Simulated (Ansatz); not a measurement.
# La2Mg3Ni, from a guessed structure to a relaxed one, part 2 of 2

Starting from a made-up structure for La2Mg3Ni, the aim is the relaxed cell, its shortest contacts and, where a second run follows, its electronic structure.

Ansatz 0.2.0; DFT, PBE, plane-wave PAW, files of the set soft_1, scalar-relativistic, ferromagnetic start, cell and ions relaxed at zero pressure; PAW set soft_1 (the session's first sound run).

So far: The starting structure; Relaxing cell and atoms. The relaxed cell has a, b, c = 3.692, 5.024, 8.603 Å (conventional setting).

## Step 3: Bands of the relaxed cell

A second self-consistent run takes a narrower smearing and the mesh shown in its input; the bands follow along the standard path of the relaxed lattice.

This step: DFT, PBE, plane-wave PAW, files of the set soft_1, scalar-relativistic, no spin, bands and density of states at the relaxed cell; PAW set soft_1 (Ansatz 0.2.0).

File input.yaml:

```yaml
crystal:
  lattice:
    - [3.691848554, 0.0, 0.0]
    - [0.0, 5.0241215878, 0.0]
    - [0.0, 0.0, 8.6027443531]
  atoms:
    - { symbol: La, position: [0.0, 0.0, 0.4733402893] }
    - { symbol: La, position: [0.0, 0.5, 0.0576279482] }
    - { symbol: Ni, position: [0.5, 0.5, 0.3154001425] }
    - { symbol: Mg, position: [0.5, 0.5, 0.6468983165] }
    - { symbol: Mg, position: [0.5, 0.0, 0.1724962847] }
    - { symbol: Mg, position: [0.5, 0.0, 0.8293370189] }
kpoints:
  mp_grid: { grid: [8, 6, 4] }
  band_path:
    path:
      - [[0.0, 0.0, 0.0], [0.5, 0.0, 0.0], [0.5, 0.5, 0.0], [0.0, 0.5, 0.0], [0.0, 0.0, 0.0], [0.0, 0.0, 0.5], [0.5, 0.0, 0.5], [0.5, 0.5, 0.5], [0.0, 0.5, 0.5], [0.0, 0.0, 0.5]]
      - [[0.0, 0.5, 0.0], [0.0, 0.5, 0.5]]
      - [[0.5, 0.0, 0.5], [0.5, 0.0, 0.0]]
      - [[0.5, 0.5, 0.0], [0.5, 0.5, 0.5]]
    npoints: 6
scf:
  occupations: { method: fermi_dirac, width: 0.03 }
  n_extra_bands: 10
hamiltonian:
  xc: pbe
  pseudopotentials: { kind: paw, azcp: { folder: soft_1 } }
output:
  forces: true
  stress: true
  write_bands: true
  dos: { projected: true }
  write_density: true
  write_potential: true
  elf: true
  volumetric_format: npy
```

The run is started by

```sh
$ ansatz run input.yaml --threads 4 --pin off --max-ram 10240MiB --backend cpu --events-out ev --progress --plain --runs-dir out
```

Numbers of over 12 decimals in the logs are rounded to 6 here.

What it wrote:

```text
La: projections on atomic orbitals take those of the free atom [Kr 4d10] 4f0 5s2 5p6 5d1 6s2, of charge +0.00 (hamiltonian.pseudopotentials.projection_atoms); the dataset's partial waves leave at most 1.9e-5 of an orbital's norm unspanned inside its sphere
[...]
Crystal: 6 atoms, lattice volume = 159.566 Å³
Basis set: ecut = 420 eV, 3101 PW (Γ), exchange–correlation on 50×72×120 points (8 copies of the dense FFT grid, shifted against one another)
Bands: 45, of which v1, the nominal top of the filled ones, is band 35 counted from 1 (34 counted from 0)
Symmetry: 4 space group operations
[...]
k-points: 60 of 192 (time reversal used)
[...]
SCF iter   1: F=—  HF=-24119.009875 eV  |F-HF|=—  |Δ(HF+E_count)|=         —  Δρ=4.36e-1  dr2=3.33e2  ethr=3.10e-3  ⟨swp⟩=9.7  Hψ=12957  notcnv=0
[...]
SCF iter  11: F=-24112.158386 eV  HF=-24112.158386 eV  |F-HF|=4.45e-9  |Δ(HF+E_count)|=   1.73e-8  Δρ=1.40e-6  dr2=6.37e-9  ethr=1.43e-10  ⟨swp⟩=8.9  Hψ=16906  notcnv=0
SCF 1 converged in 11 iterations: F = -24112.158386 eV  dr2 = 6.37e-9
[...]
NSCF: frozen V_eff on 76 k-points
SCF converged after 11 iterations
Free energy (F): -24112.158386 eV
[...]
Internal energy: -24112.140938 eV  (E = F + TS)
E sigma→0 (E₀):  -24112.149662 eV
Entropy (-TS):   -0.017448 eV (-2.908 meV/atom)
Fermi energy:    8.488112 eV
[...]
--- Forces (eV/Å), atoms counted from 1 ---
  atom   1  La     0.00000000    -0.00000000    -0.00121143
  atom   2  La    -0.00000000     0.00000000     0.02311514
  atom   3  Ni     0.00000000    -0.00000000    -0.00899657
  atom   4  Mg    -0.00000000     0.00000000    -0.01131394
  atom   5  Mg    -0.00000000     0.00000000     0.00483721
  atom   6  Mg     0.00000000    -0.00000000    -0.00643823
  max |Σ_I F_I| component: 7.82e-6 eV/Å
--- Stress (GPa, compression-positive) ---
       -0.337299      -0.000000      -0.000000
       -0.000000       0.098935       0.000000
       -0.000000       0.000000       0.108841
  P = ⅓ Tr σ = -0.0432 GPa (-0.432 kbar)
--- Band table (eV; the first three rows and the last of 60) ---
  k-point 0: bands = [... 31 lower, 7.2449, 7.9490, 8.0243, 8.4202, 8.6475, 9.0298, 9.5829, 10.0224, ... 6 higher]
  k-point 1: bands = [... 31 lower, 7.2450, 7.7055, 8.1235, 8.4209, 8.6094, 8.8214, 9.8464, 10.0098, ... 6 higher]
  k-point 2: bands = [... 31 lower, 7.2450, 7.4320, 8.3710, 8.4314, 8.4717, 8.6450, 9.8692, 9.9897, ... 6 higher]
  k-point 59: bands = [... 31 lower, 7.6370, 7.8293, 7.9777, 7.9990, 8.0150, 8.1178, 8.6412, 8.9228, ... 6 higher]
```

It took 25 s on 4 threads of Arm Neoverse V2, shared host; peak memory 0.78 GiB.

The column dr2 measures how far the density is from self-consistency, as an energy; F and HF (Harris–Foulkes) agree once it is small.

Numbers from this step:

| Item | Value |
| --- | --- |
| free energy | -24112.1584 eV |
| energy at zero smearing | -24112.1497 eV |
| smearing term TS | 0.01745 eV |
| Fermi energy | 8.488 eV |
| pressure | -0.04317 GPa |

bands.tsv at the labelled points (eV, zero at the Fermi level; the bands that come nearest the Fermi level along the path):

```
point  band 32  band 33  band 34  band 35  band 36  band 37  band 38  band 39
    Γ    -1.24    -0.54    -0.46    -0.07     0.16     0.54     1.09     1.53
    X    -1.01    -0.88    -0.67    -0.56     0.26     0.57     0.58     1.31
    S    -1.20    -0.90    -0.58    -0.43     0.15     0.28     0.72     0.92
    Y    -1.36    -1.23    -1.02    -0.83     0.36     1.04     1.45     1.67
    Γ    -1.24    -0.54    -0.46    -0.07     0.16     0.54     1.09     1.53
    Z    -1.24    -1.06    -0.12    -0.06    -0.02     0.16     1.38     1.50
    U    -1.11    -0.96    -0.87    -0.55    -0.04     0.21     0.38     1.10
    R    -0.85    -0.66    -0.51    -0.49    -0.47    -0.37     0.15     0.43
    T    -1.43    -1.23    -0.14    -0.13     0.13     0.64     1.56     1.67
    Z    -1.24    -1.06    -0.12    -0.06    -0.02     0.16     1.38     1.50
    Y    -1.36    -1.23    -1.02    -0.83     0.36     1.04     1.45     1.67
    T    -1.43    -1.23    -0.14    -0.13     0.13     0.64     1.56     1.67
    U    -1.11    -0.96    -0.87    -0.55    -0.04     0.21     0.38     1.10
    X    -1.01    -0.88    -0.67    -0.56     0.26     0.57     0.58     1.31
    S    -1.20    -0.90    -0.58    -0.43     0.15     0.28     0.72     0.92
    R    -0.85    -0.66    -0.51    -0.49    -0.47    -0.37     0.15     0.43
```

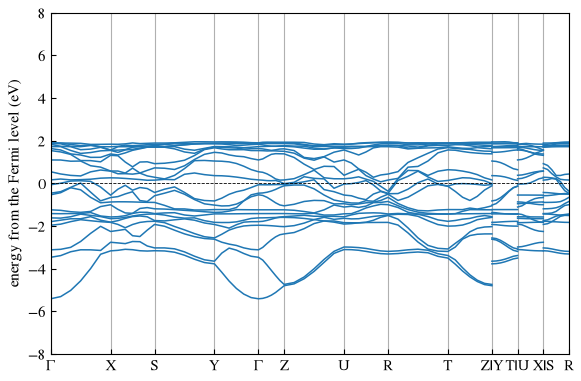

Bands along the path. 24 bands lie wholly below the window drawn.

States per cell as run, both spins, in windows of 1 eV, from dos.tsv (zero at the Fermi level): Near the top, bands beyond those computed are missing, so counts there can be too low.

```
from  to  total
  -8  -7   0.00
  -7  -6   0.00
  -6  -5   0.09
  -5  -4   0.85
  -4  -3   2.83
  -3  -2   2.67
  -2  -1  10.44
  -1   0   5.12
   0   1   5.82
```

Below -8 eV lie 48.0 more states.

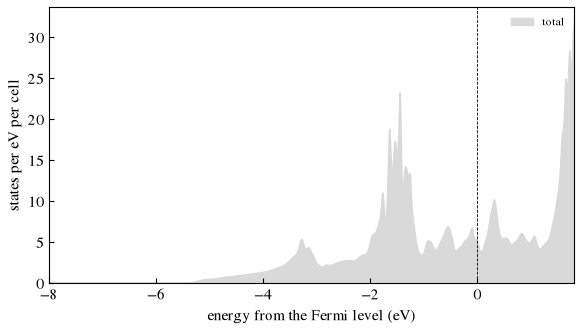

Total density of states, smoothed over about 0.04 eV.

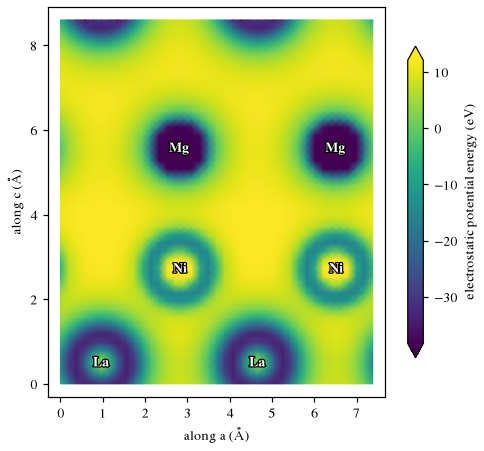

Electrostatic potential energy in the ac plane at fractional y = 0.500, with atoms of La and Ni and Mg within 0.2 Å of it. With pseudopotentials it is smooth inside the atoms' cores, unlike the true potential. The map starts off the cell's origin, so that atoms lie inside it.

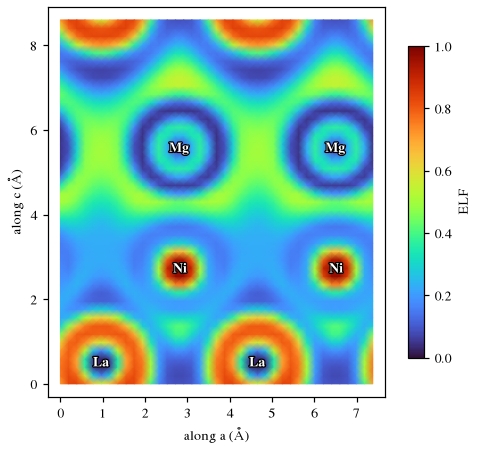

ELF in the ac plane at fractional y = 0.500, with atoms of La and Ni and Mg within 0.2 Å of it. It is the smooth field of the valence electrons, not physical close to the nuclei. The map starts off the cell's origin, so that atoms lie inside it.

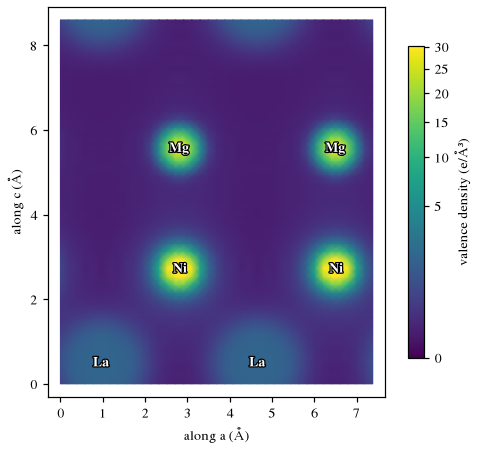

Valence density in the ac plane at fractional y = 0.500, with atoms of La and Ni and Mg within 0.2 Å of it. It is the smooth field of the valence electrons, not physical close to the nuclei. The map starts off the cell's origin, so that atoms lie inside it. The colour scale is stretched toward low values.

## Step 4: Summary of results

* space group, relaxed: Pmm2
* conventional cell: a = 3.692, b = 5.024, c = 8.603 Å; α = 90.0°, β = 90.0°, γ = 90.0°
* volume per atom: 26.59 Å³ (guess 25.97)
* total moment: 0.00 μB in the cell of 6 atoms

In words: La2Mg3Ni relaxes to Pmm2 with a = 3.692, b = 5.024 and c = 8.603 Å. The guessed volume was 2 % too small. The space group Pmm2 was held in the relaxation, so the end point is a stationary structure within it and may be a saddle against distortions or other arrangements. The moments died out from this one start and weren't seeded again at the relaxed cell. Bands cross the Fermi level, so it is a metal or semimetal at this level. On the 8×6×4 mesh with the narrower smearing (relaxed on 6×6×4) the largest force component is 0.023 eV/Å and the largest stress component is 0.337 GPa, against the relaxation's thresholds of 0.015 eV/Å and 0.05 GPa. The cutoff wasn't tested. A vector of the cell changed its length by 12 %, more than the volume shows. Spin-orbit coupling is left out, which can matter for elements this heavy. No dispersion term is used, so weakly bound directions may come out too long. Nothing here tests whether the compound is stable against decomposition.

[Logs are printed without paths, hosts, clocks, repeated set-up lines and the standing remarks that a program may print on its own settings, such as how far it seeks lower states.]

[Hosts, paths, dates, database ids (printed as entryN), source tags and the programs' standing remarks are cut or masked in the printed files.]
